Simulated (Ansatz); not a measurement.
# CH6NPSi: molecular dynamics

The plan is to follow the molecule's vibrations and see whether its bonds hold. The start is relaxed first. Runs: 300 steps of 0.5 fs at constant energy, with velocities drawn for 300 K. SMILES of the start: P[SiH]1CN1.

Program: Ansatz 0.2.0. Level of theory: RHF/def2-SVP. These are calculated values, not measurements.

## Step 1: The starting structure

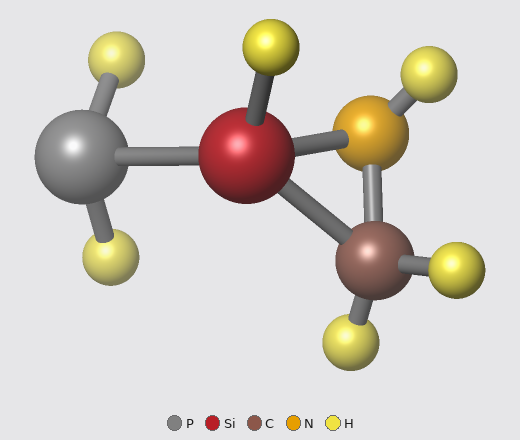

Start, viewed from a chosen angle; phosphorus grey, silicon red, carbon brown, nitrogen amber, hydrogen yellow.

Coordinates:

```xyz
10

P    -1.8988    0.9775   -0.1463
Si    0.0203    0.5796    0.6634
C     0.6349   -1.1247    0.4331
N     0.8845   -0.1730   -0.6376
H    -2.2920   -0.3097   -0.5254
H    -1.5151    1.3754   -1.4626
H     0.9597    1.7057    0.9878
H     1.5925   -1.3720    1.0004
H    -0.0657   -1.8905    0.3679
H     1.7628    0.1806   -0.6776
```

## Step 2: Preparing the start

The input, input.yaml:

```yaml
crystal:
  periodic: [false, false, false]
  atoms:
    - { symbol: P, position_ang: [-1.8988, 0.9775, -0.1463] }
    - { symbol: Si, position_ang: [0.0203, 0.5796, 0.6634] }
    - { symbol: C, position_ang: [0.6349, -1.1247, 0.4331] }
    - { symbol: "N", position_ang: [0.8845, -0.173, -0.6376] }
    - { symbol: H, position_ang: [-2.292, -0.3097, -0.5254] }
    - { symbol: H, position_ang: [-1.5151, 1.3754, -1.4626] }
    - { symbol: H, position_ang: [0.9597, 1.7057, 0.9878] }
    - { symbol: H, position_ang: [1.5925, -1.372, 1.0004] }
    - { symbol: H, position_ang: [-0.0657, -1.8905, 0.3679] }
    - { symbol: H, position_ang: [1.7628, 0.1806, -0.6776] }
basis:
  gaussian: { orbitals: def2-SVP }
hamiltonian:
  xc: hf
relax:
  f_tol: 0.02
  max_steps: 40
scf:
  lower_state_search: "off"
output:
  orbitals: {}
```

Started as:

```sh
ansatz run input.yaml --threads 1 --pin off --max-ram 2048MiB --backend cpu --events-out ev --progress --plain --runs-dir out
```

What it wrote (excerpt; [...] marks lines left out):

```text
Warning: RAYON_NUM_THREADS=1 ignored (pool sized by the plan → 1); use --threads N
[...]
Functional definition: HF
[...]
999 factors; integrals over basis functions are off by at most 3.6e-4 eV
[...]
mean field -19731.47818073 eV, -725.1184486656 hartree, gradient 3.7e-6 eV, S^2 0.000000; 0 other end points of the search recorded, 0 dependent functions left out
[...]
reference -19731.47818073 eV, -725.1184486656 hartree; 24, 24 occupied and 70, 70 virtual orbitals, 999 factors
relax step   1: F+E_penalty+E_count = -19731.47818073 eV  Δ(F+E_penalty+E_count) = +0.000e0 eV  max|allowed force component| = 4.347e0 eV/Å  Δτ_max = 0.0000 Å  (21 SCF iters, accepted)
[...]
relax step   4: F+E_penalty+E_count = -19732.70992195 eV  Δ(F+E_penalty+E_count) = -7.960e-2 eV  max|allowed force component| = 6.377e-1 eV/Å  Δτ_max = 0.2000 Å  (20 SCF iters, accepted)
[...]
relax step   7: F+E_penalty+E_count = -19732.77940594 eV  Δ(F+E_penalty+E_count) = -1.473e-2 eV  max|allowed force component| = 3.369e-1 eV/Å  Δτ_max = 0.1090 Å  (20 SCF iters, accepted)
[...]
relax step  10: F+E_penalty+E_count = -19732.79261933 eV  Δ(F+E_penalty+E_count) = -9.181e-4 eV  max|allowed force component| = 1.594e-2 eV/Å  Δτ_max = 0.0339 Å  (21 SCF iters, accepted)
[...]
relax step  12: F+E_penalty+E_count = -19732.79253060 eV  Δ(F+E_penalty+E_count) = +2.057e-4 eV  max|allowed force component| = 4.331e-2 eV/Å  Δτ_max = 0.0119 Å  (15 SCF iters, rejected (line search))
[...]
relax step  13: F+E_penalty+E_count = -19732.79282364 eV  Δ(F+E_penalty+E_count) = -8.735e-5 eV  max|allowed force component| = 6.901e-3 eV/Å  Δτ_max = 0.0060 Å  (15 SCF iters, accepted)
Total energy: -19732.79282364 eV, -725.1667609014 hartree
Atom 0 at    -2.134280     0.908370    -0.098447 Å, force     0.002442     0.000573    -0.006901 eV/Å
Atom 1 at     0.048118     0.544123     0.348409 Å, force    -0.001392    -0.003156    -0.005307 eV/Å
Atom 2 at     0.806527    -1.106686     0.636266 Å, force     0.002609     0.002396    -0.005481 eV/Å
Atom 3 at     1.006085    -0.434923    -0.670820 Å, force    -0.000563     0.004488     0.006069 eV/Å
Atom 4 at    -2.235090    -0.094523    -1.085576 Å, force    -0.000295     0.002331     0.002491 eV/Å
Atom 5 at    -1.921618     1.982777    -0.992911 Å, force    -0.001302    -0.002733     0.003846 eV/Å
Atom 6 at     0.638919     1.707327     1.039468 Å, force     0.000988     0.000807     0.002138 eV/Å
Atom 7 at     1.673351    -1.157329     1.295483 Å, force     0.001763     0.000151     0.002668 eV/Å
Atom 8 at     0.275885    -2.054805     0.586892 Å, force    -0.002380    -0.002981     0.001901 eV/Å
Atom 9 at     1.925202    -0.345430    -1.055665 Å, force    -0.001870    -0.001877    -0.001424 eV/Å
Dipole moment:     0.229669     0.139940    -0.000673 e Å
Checks for a lower state left out: stability, starts, cluster_reference, orbital_swaps, neighbouring_geometries, increment
```

Wall time 28 s (1 thread of Arm Neoverse V1, shared host); peak memory 0.17 GiB.

The steps of the relaxation:

```csv
step,energy from step 1 (eV),largest force component (eV/Å)
1,0.0000,4.3468
2,-0.9651,1.0680
3,-1.1521,0.6664
4,-1.2317,0.6377
5,-1.2656,0.4788
6,-1.2865,0.4606
7,-1.3012,0.3369
8,-1.3098,0.0909
9,-1.3135,0.0573
10,-1.3144,0.0159
11,-1.3146,0.0374
12x,-1.3144,0.0433
13,-1.3146,0.0069
```

Step 1 is the start. 1 step was tried and not accepted (marked x).

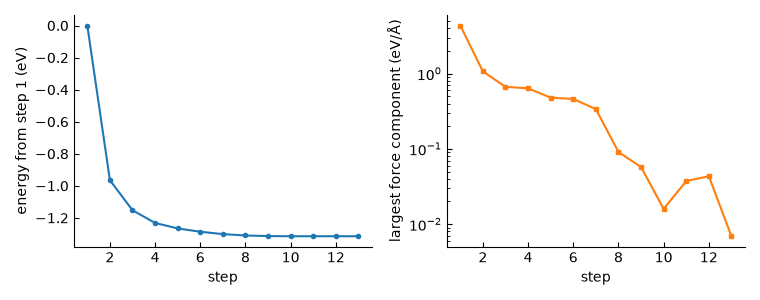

How energy and force went from step to step.

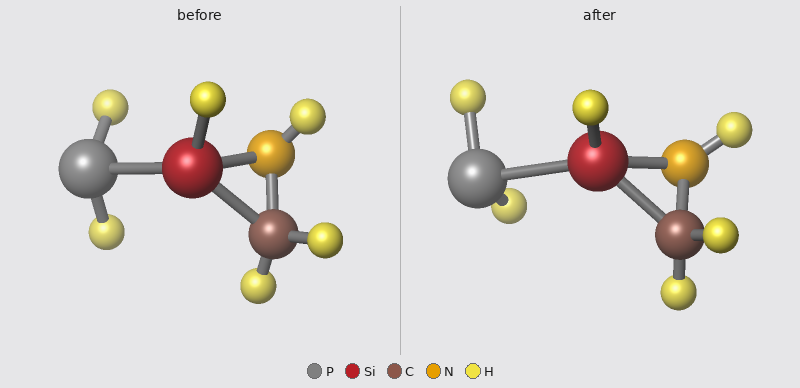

Before and after, at one scale.

After: Bond lengths: P1–Si2 2.257 Å, Si2–C3 1.839 Å, Si2–N4 1.707 Å, C3–N4 1.483 Å, P1–H5 1.411 Å, P1–H6 1.414 Å, Si2–H7 1.476 Å, C3–H8 1.090 Å, C3–H9 1.088 Å, N4–H10 1.000 Å. Angles (14 of 18 angles, heavy atoms first): P1–Si2–C3 125.1°, P1–Si2–N4 121.1°, C3–Si2–N4 49.3°, Si2–C3–N4 60.7°, Si2–N4–C3 70.0°, P1–Si2–H7 110.6°, C3–Si2–H7 118.0°, N4–Si2–H7 120.4°, Si2–P1–H5 95.3°, Si2–P1–H6 95.9°, Si2–C3–H8 117.7°, Si2–C3–H9 125.0°, N4–C3–H8 116.5°, N4–C3–H9 114.9°.

## Step 3: Dynamics

300 steps of 0.5 fs at constant energy, with velocities drawn for 300 K, from the relaxed start.

The input, input.yaml:

```yaml
crystal:
  periodic: [false, false, false]
  atoms:
    - { symbol: P, position_ang: [-2.13428, 0.90837, -0.098447] }
    - { symbol: Si, position_ang: [0.048118, 0.544123, 0.348409] }
    - { symbol: C, position_ang: [0.806527, -1.106686, 0.636266] }
    - { symbol: "N", position_ang: [1.006085, -0.434923, -0.67082] }
    - { symbol: H, position_ang: [-2.23509, -0.094523, -1.085576] }
    - { symbol: H, position_ang: [-1.921618, 1.982777, -0.992911] }
    - { symbol: H, position_ang: [0.638919, 1.707327, 1.039468] }
    - { symbol: H, position_ang: [1.673351, -1.157329, 1.295483] }
    - { symbol: H, position_ang: [0.275885, -2.054805, 0.586892] }
    - { symbol: H, position_ang: [1.925202, -0.34543, -1.055665] }
basis:
  gaussian: { orbitals: def2-SVP }
hamiltonian:
  xc: hf
md:
  timestep: 0.5
  n_steps: 300
  ensemble: nve
  temperature: 300.0
  initial_velocities: maxwell_boltzmann
  seed: 757180
scf:
  lower_state_search: "off"
```

Started as:

```sh
ansatz run input.yaml --threads 1 --pin off --max-ram 2048MiB --backend cpu --events-out ev --progress --plain --runs-dir out
```

What it wrote (excerpt; [...] marks lines left out):

```text
Warning: RAYON_NUM_THREADS=1 ignored (pool sized by the plan → 1); use --threads N
[...]
Functional definition: HF
[...]
1000 factors; integrals over basis functions are off by at most 4.5e-4 eV
[...]
mean field -19732.79282611 eV, -725.1667609920 hartree, gradient 4.0e-6 eV, S^2 0.000000; 0 other end points of the search recorded, 0 dependent functions left out
[...]
reference -19732.79282611 eV, -725.1667609920 hartree; 24, 24 occupied and 70, 70 virtual orbitals, 1000 factors
md step     0: t =     0.00 fs  T =   300.0 K  F+E_penalty+E_count = -19732.79282611 eV  E_kin = 0.310224 eV  conserved = -19732.48260211 eV  (22 SCF iters)
[...]
md step    20: t =    10.00 fs  T =   138.3 K  F+E_penalty+E_count = -19732.62498707 eV  E_kin = 0.142968 eV  conserved = -19732.48201883 eV  (15 SCF iters)
[...]
md step    40: t =    20.00 fs  T =   197.4 K  F+E_penalty+E_count = -19732.68619326 eV  E_kin = 0.204163 eV  conserved = -19732.48203066 eV  (15 SCF iters)
[...]
md step    60: t =    30.00 fs  T =   142.8 K  F+E_penalty+E_count = -19732.62932265 eV  E_kin = 0.147658 eV  conserved = -19732.48166504 eV  (15 SCF iters)
[...]
md step    79: t =    39.50 fs  T =   157.9 K  F+E_penalty+E_count = -19732.64446814 eV  E_kin = 0.163272 eV  conserved = -19732.48119579 eV  (15 SCF iters)
md step    80: t =    40.00 fs  T =   183.3 K  F+E_penalty+E_count = -19732.67115846 eV  E_kin = 0.189587 eV  conserved = -19732.48157154 eV  (15 SCF iters)
```

## Step 4: More of the same log: dynamics from the start

Output, continued (excerpt; [...] marks lines left out):

```text
md step    81: t =    40.50 fs  T =   206.3 K  F+E_penalty+E_count = -19732.69526779 eV  E_kin = 0.213311 eV  conserved = -19732.48195650 eV  (15 SCF iters)
[...]
md step   107: t =    53.50 fs  T =   108.2 K  F+E_penalty+E_count = -19732.59272584 eV  E_kin = 0.111895 eV  conserved = -19732.48083070 eV  (16 SCF iters)
[...]
md step   133: t =    66.50 fs  T =   146.6 K  F+E_penalty+E_count = -19732.63348194 eV  E_kin = 0.151620 eV  conserved = -19732.48186166 eV  (15 SCF iters)
[...]
md step   159: t =    79.50 fs  T =   159.8 K  F+E_penalty+E_count = -19732.64616195 eV  E_kin = 0.165231 eV  conserved = -19732.48093078 eV  (16 SCF iters)
[...]
md step   183: t =    91.50 fs  T =   118.8 K  F+E_penalty+E_count = -19732.60431058 eV  E_kin = 0.122884 eV  conserved = -19732.48142645 eV  (15 SCF iters)
md step   184: t =    92.00 fs  T =   137.2 K  F+E_penalty+E_count = -19732.62356317 eV  E_kin = 0.141844 eV  conserved = -19732.48171891 eV  (15 SCF iters)
```

## Step 5: More of the same log: dynamics from the start

The log, continued (excerpt; [...] marks lines left out):

```text
md step   185: t =    92.50 fs  T =   150.8 K  F+E_penalty+E_count = -19732.63783821 eV  E_kin = 0.155933 eV  conserved = -19732.48190479 eV  (15 SCF iters)
[...]
md step   206: t =   103.00 fs  T =   168.9 K  F+E_penalty+E_count = -19732.65645248 eV  E_kin = 0.174644 eV  conserved = -19732.48180847 eV  (16 SCF iters)
[...]
md step   227: t =   113.50 fs  T =   159.1 K  F+E_penalty+E_count = -19732.64634502 eV  E_kin = 0.164543 eV  conserved = -19732.48180212 eV  (15 SCF iters)
[...]
md step   248: t =   124.00 fs  T =   168.8 K  F+E_penalty+E_count = -19732.65638680 eV  E_kin = 0.174593 eV  conserved = -19732.48179338 eV  (15 SCF iters)
[...]
md step   299: t =   149.50 fs  T =   163.7 K  F+E_penalty+E_count = -19732.65105494 eV  E_kin = 0.169253 eV  conserved = -19732.48180150 eV  (15 SCF iters)
[...]
Atom 1 at     0.042510     0.524984     0.366855 Å, force    -0.406544     0.871854    -0.400915 eV/Å
Atom 2 at     0.826677    -1.079596     0.622076 Å, force     0.521342    -1.857689     1.347869 eV/Å
Atom 3 at     0.984556    -0.443193    -0.670624 Å, force     0.123963    -0.004462    -0.542531 eV/Å
Atom 4 at    -2.246824    -0.077580    -1.107805 Å, force     0.079744     0.269052    -0.177129 eV/Å
Atom 5 at    -1.852298     2.054413    -0.875201 Å, force    -0.043789     0.103398    -0.481865 eV/Å
Atom 6 at     0.645906     1.735484     1.004573 Å, force    -0.162539    -0.327342    -0.036132 eV/Å
Atom 7 at     1.689548    -1.026819     1.293729 Å, force     0.153009     0.051652    -0.074141 eV/Å
Atom 8 at     0.444935    -2.127927     0.685020 Å, force    -0.177003     1.011523    -0.360910 eV/Å
Atom 9 at     1.870124    -0.453750    -1.139165 Å, force    -0.131444     0.207517     0.026075 eV/Å
Dipole moment:     0.227337     0.117169    -0.022968 e Å
Checks for a lower state left out: stability, starts, cluster_reference, orbital_swaps, neighbouring_geometries, increment
```

Wall time 7.5 min (1 thread of Arm Neoverse V1, shared host); peak memory 0.16 GiB.

## Step 6: The trajectory

One step in 16; energies are changes from step 0:

```csv
time (fs),T (K),potential energy change (meV/atom),total energy change (meV/atom)
0.0,300,0.0,0.00
8.0,70,23.9,0.19
16.0,185,12.0,0.09
24.0,129,17.8,0.14
32.0,137,17.0,0.09
40.0,183,12.2,0.10
48.0,65,24.5,0.17
56.0,188,11.6,0.05
64.0,141,16.6,0.17
72.0,181,12.4,0.06
80.0,160,14.7,0.17
88.0,123,18.5,0.11
96.0,177,12.9,0.13
104.0,158,14.8,0.10
112.0,131,17.6,0.12
120.0,136,17.1,0.13
128.0,134,17.3,0.10
136.0,170,13.6,0.13
144.0,151,15.5,0.10
150.0,164,14.2,0.09
```

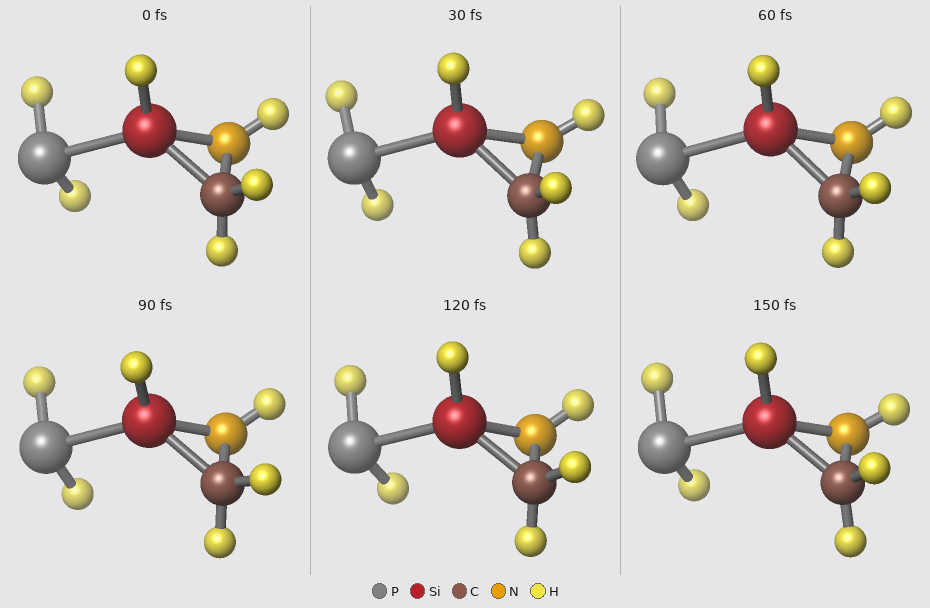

The system at six times, viewed from a chosen angle. Sticks join atoms within a bonding distance in each frame.

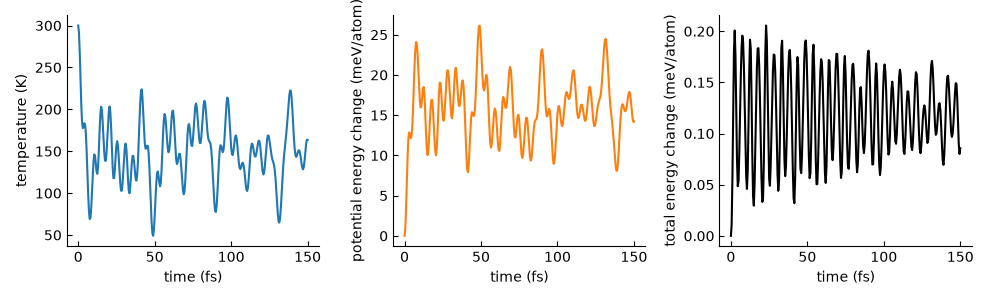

Time series of the run, each on its own scale.

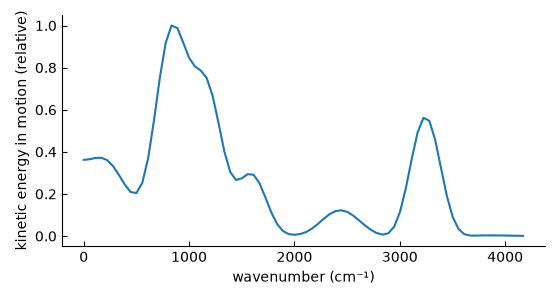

Power spectrum of the mass-weighted velocities; a run of 150 fs resolves no finer than about 440 cm⁻¹.

Maxima of the velocity power spectrum (cm⁻¹, relative height; resolution about 440 cm⁻¹): 830 (100), 1560 (29), 2450 (12), 3220 (56).

## Step 7: Frames from the trajectory

Positions (Å) and forces (eV/Å):

```xyz
10
time_fs=19.0 T=164 dE=0.1422
P    -2.124    0.906   -0.070   -0.520    0.007   -0.738
Si    0.033    0.544    0.303    0.688   -0.374    0.244
C     0.756   -1.114    0.644    0.169   -0.720   -0.369
N     1.069   -0.411   -0.648   -0.365   -0.435    0.099
H    -2.314   -0.076   -1.072    0.021   -0.234    0.321
H    -1.923    1.888   -1.062   -0.003    0.376    0.173
H     0.591    1.685    1.025    0.076    0.296    0.156
H     1.641   -1.168    1.312   -0.825   -0.228   -0.145
H     0.173   -2.082    0.535    0.993    1.225    0.201
H     2.013   -0.373   -0.987   -0.235    0.087    0.058
10
time_fs=37.5 T=118 dE=0.1899
P    -2.144    0.910   -0.076    0.094    0.316    0.404
Si    0.056    0.548    0.306   -0.152    0.480   -0.083
C     0.750   -1.120    0.622   -0.366   -0.933    0.181
N     1.095   -0.439   -0.640   -0.030    0.703   -0.212
H    -2.373   -0.199   -0.905    0.008    0.142   -0.396
H    -2.107    2.005   -0.993    0.088   -0.561   -0.032
H     0.624    1.746    1.018   -0.129   -0.497   -0.175
H     1.510   -1.129    1.432   -0.377   -0.518   -0.660
H     0.174   -2.075    0.424    0.941    1.109    0.792
H     2.042   -0.282   -0.938   -0.078   -0.242    0.181
10
time_fs=56.0 T=188 dE=0.1163
P    -2.166    0.913   -0.076    0.637   -0.533    0.034
Si    0.070    0.557    0.305   -0.203   -0.156    0.860
C     0.762   -1.128    0.643   -0.486    0.667   -1.006
N     1.079   -0.433   -0.649    0.072   -0.188   -0.131
H    -2.298   -0.177   -0.976   -0.036    0.120    0.125
H    -1.962    1.872   -1.068   -0.048    0.382   -0.327
H     0.652    1.668    1.091   -0.037    0.056   -0.186
H     1.631   -1.270    1.257    0.105   -0.166    0.634
H     0.149   -2.003    0.478    0.110   -0.373    0.252
H     2.057   -0.341   -0.845   -0.114    0.189   -0.256
10
time_fs=75.0 T=164 dE=0.1425
P    -2.130    0.908   -0.089   -0.226    0.450   -0.763
Si    0.050    0.551    0.354    0.207   -0.578   -1.147
C     0.771   -1.123    0.622    0.257    1.950   -0.585
N     1.035   -0.425   -0.676   -0.716   -0.128    0.641
H    -2.278   -0.141   -1.016    0.024   -0.330    0.200
H    -1.990    1.859   -1.162    0.114   -0.108    0.653
H     0.671    1.730    0.935    0.108    0.294    0.449
H     1.563   -1.108    1.333    0.902   -0.311    0.572
H     0.267   -2.041    0.562   -0.759   -1.302   -0.109
H     1.958   -0.370   -1.053    0.088    0.062    0.089
10
time_fs=94.0 T=152 dE=0.1542
P    -2.104    0.904   -0.112   -0.521   -0.353    0.691
Si    0.039    0.550    0.359    0.105    0.246    1.186
C     0.825   -1.101    0.636    0.297    0.887   -0.052
N     0.945   -0.430   -0.669    0.336    0.307   -0.605
H    -2.220   -0.221   -0.958    0.012    0.267   -0.221
H    -1.844    1.912   -1.036    0.001    0.187   -0.576
H     0.571    1.674    1.197    0.038   -0.197   -0.511
H     1.722   -1.233    1.228    0.235    0.317    0.196
H     0.272   -1.994    0.606   -0.775   -1.361   -0.139
H     1.805   -0.289   -1.154    0.272   -0.301    0.032
10
time_fs=112.5 T=144 dE=0.1620
P    -2.124    0.908   -0.127    0.225    0.212    0.018
Si    0.051    0.539    0.413   -0.117    0.551   -0.948
C     0.826   -1.086    0.611    1.601   -0.913    1.299
N     0.928   -0.430   -0.702   -0.018   -0.479    0.296
H    -2.150   -0.160   -1.054    0.005    0.117    0.016
H    -1.777    1.934   -1.059   -0.154   -0.260    0.145
H     0.728    1.749    0.939   -0.196   -0.149    0.238
H     1.769   -1.082    1.234   -0.859    0.153   -0.647
H     0.426   -2.103    0.674   -0.429    0.379   -0.263
H     1.823   -0.463   -1.146   -0.059    0.391   -0.154
10
time_fs=131.0 T=67 dE=0.2430
P    -2.136    0.916   -0.126    0.102    0.029   -0.384
Si    0.053    0.547    0.392   -0.316   -0.820    0.084
C     0.895   -1.107    0.643   -0.953   -1.143    0.653
N     0.915   -0.453   -0.696    0.872    0.084    0.208
H    -2.141   -0.044   -1.160   -0.082   -0.328    0.247
H    -1.891    1.931   -1.091    0.104    0.183    0.409
H     0.642    1.667    1.099    0.295    0.507    0.068
H     1.812   -1.286    1.268   -0.655    0.810   -0.925
H     0.287   -2.055    0.691    0.652    1.017   -0.379
H     1.796   -0.230   -1.126   -0.019   -0.339    0.018
10
time_fs=150.0 T=164 dE=0.1420
P    -2.134    0.917   -0.112    0.043   -0.326    0.700
Si    0.043    0.525    0.367   -0.406    0.872   -0.401
C     0.827   -1.080    0.622    0.521   -1.858    1.348
N     0.985   -0.443   -0.671    0.124   -0.004   -0.542
H    -2.247   -0.078   -1.108    0.080    0.269   -0.177
H    -1.852    2.054   -0.875   -0.044    0.103   -0.482
H     0.646    1.736    1.005   -0.163   -0.327   -0.036
H     1.690   -1.027    1.294    0.153    0.052   -0.074
H     0.445   -2.128    0.685   -0.177    1.012   -0.361
H     1.870   -0.454   -1.139   -0.131    0.207    0.026
```

## Step 8: Outcome

| quantity | value |
| --- | --- |
| relaxation of the start | 11 moves, 1.315 eV lower |
| length | 300 steps of 0.5 fs |
| temperature, first and last step | 300 and 164 K |
| temperature, second half | mean 151 K, from 65 to 222 K |
| potential energy, second half | +16 meV/atom from the start |
| largest change of the total energy | 0.21 meV/atom |
| bonds formed or broken | 0 |

In words: The temperature starts at 300 K and averages 151 K in the second half, where it ranges from 65 to 222 K; a mean near half the start is what vibrations about a minimum give, since they share energy equally between motion and strain. The total energy strays from its start by at most 0.21 meV/atom, 1.3 % of the mean kinetic energy, so a step of 0.5 fs is short enough over this time. The bonding pattern survives the run. Averages from a run of 150 fs with 10 atoms are rough. The nuclei move classically, without zero-point motion, which matters most for hydrogen.
